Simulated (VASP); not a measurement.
Consider the following.

```xyz
2
Lattice="0.0000 2.3711 2.3711 2.3711 0.0000 2.3711 2.3711 2.3711 0.0000" Properties=species:S:1:pos:R:3 pbc="T T T"
Cd     0.0000     0.0000     0.0000
O      2.3711     2.3711     2.3711
```

All values below come from PBE GGA with D3 dispersion (Becke-Johnson damping), VASP's PBE PAW potentials (set 64) (plane waves; VASP). Run with 520 eV cut-off, 15×15×15 Γ-centred mesh, tetrahedra with Blöchl corrections, potentials Cd O.

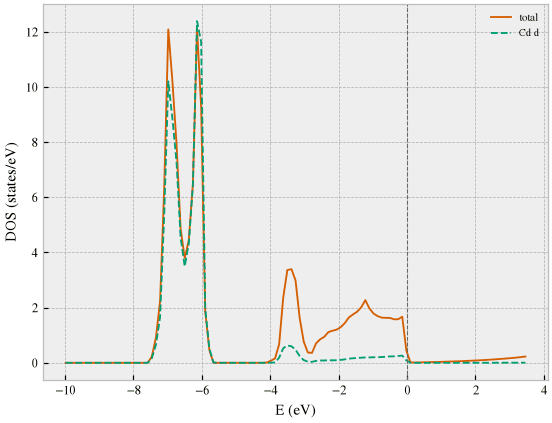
Fig. 1. Total and projected density of states, zero at the Fermi level

Within 2 eV below the Fermi level the largest weight inside VASP's projection spheres is O p.

It has no gap at this level: it comes out as a metal or semimetal.

The compound is CdO in the rock salt structure. It was relaxed first.
